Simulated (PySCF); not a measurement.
**C₃H₁₂O₃SSi₂ ((OMe)3Si-S-SiH3): density, localisation and related maps**

```xyz
21

Si    0.0947    0.3769    0.1961
O    -0.9682    1.5846    0.5312
C    -1.9095    2.1650   -0.3283
O     0.6847   -0.1841    1.6172
C    -0.1007   -0.4313    2.7564
O     1.4091    0.8473   -0.6580
C     1.6122    0.8707   -2.0432
S    -0.9884   -1.1494   -0.8571
Si    0.3742   -2.7610   -0.4125
H    -2.5116    1.4028   -0.8547
H    -1.4266    2.8099   -1.0833
H    -2.5919    2.7897    0.2670
H     0.5698   -0.6920    3.5881
H    -0.7957   -1.2736    2.5916
H    -0.6909    0.4558    3.0384
H     1.0053    0.1076   -2.5614
H     1.3587    1.8596   -2.4619
H     2.6750    0.6732   -2.2510
H     1.7841   -2.3295   -0.6315
H     0.2029   -3.2474    0.9867
H     0.0261   -3.8588   -1.3594
```

Geometry: PBE0-D3(BJ)/def2-SVP.

Method: PBE0/pcSseg-1, SCF density, gas phase, non-relativistic (PySCF).

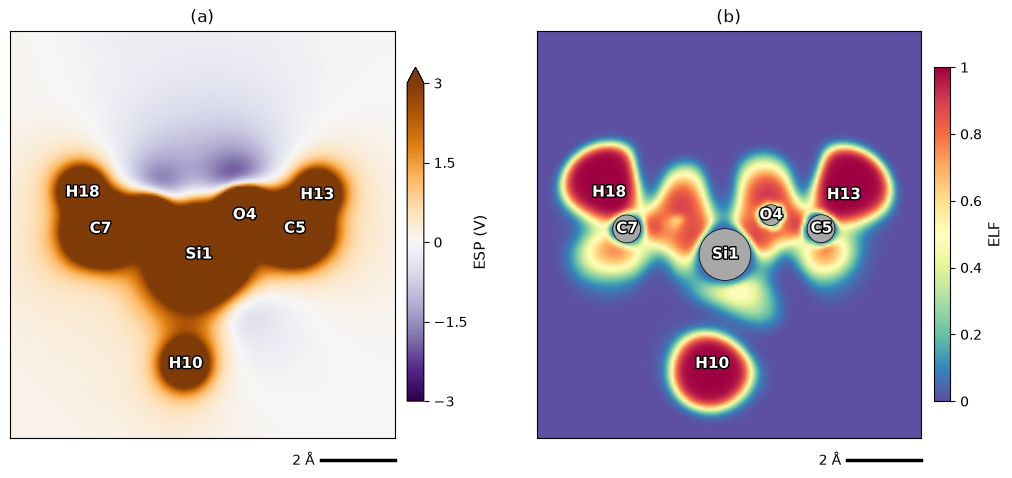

Figure 1. (a) molecular electrostatic potential; (b) ELF on the plane of atoms Si1, O4 and C5. Grey discs cover the atomic cores in the ELF map.

> Describe what can be read from this map.

Atoms in the plane: Si, O, C and H. C–O (1.41 Å): the ELF peaks at about 0.90 between the atoms: a shared but strongly polarised pair. Si–O (1.64 Å): the ELF peaks at about 0.85 between the atoms; a shared but strongly polarised pair. C–H (1.10 Å): the ELF climbs to about 1 towards the hydrogen, as it does in any bond to H: an ordinary covalent bond to hydrogen. The ELF also peaks beside O6 and O4, away from the bonds: lone-pair regions. Outside the dense part of the molecule the potential is most negative (−2.0 V) near O4.

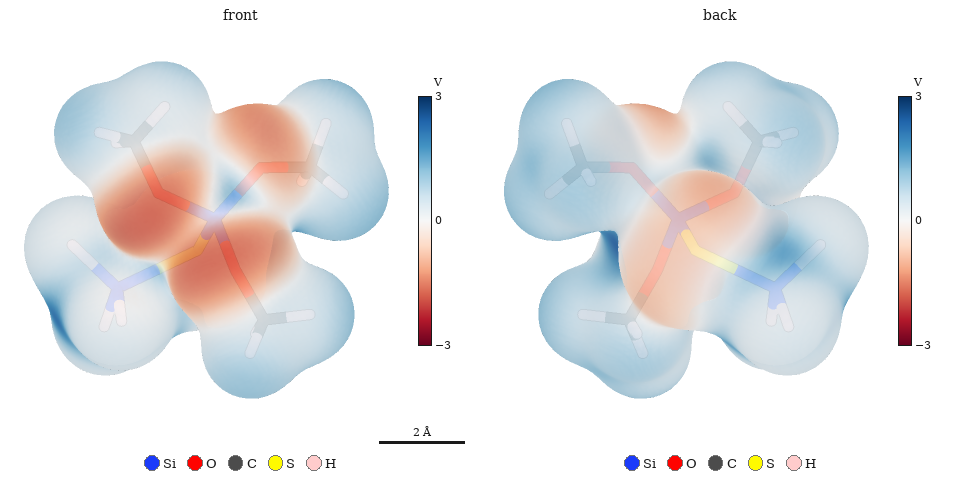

Figure 2. The molecular electrostatic potential painted on the density surface at 0.004 e/bohr³, seen from the front and from behind; the colour scale runs from red (negative) to blue (positive).

> Which sites attract a positive test charge, and which a negative one?

A positive charge is drawn to the negative regions and a negative charge to the positive ones. The most negative region (about −1.7 V) lies over O4 and O6, the most positive (about +2.1 V) over Si1 and Si9.

> What dipole moment does the calculation give?

Its dipole moment is 1.05 D.
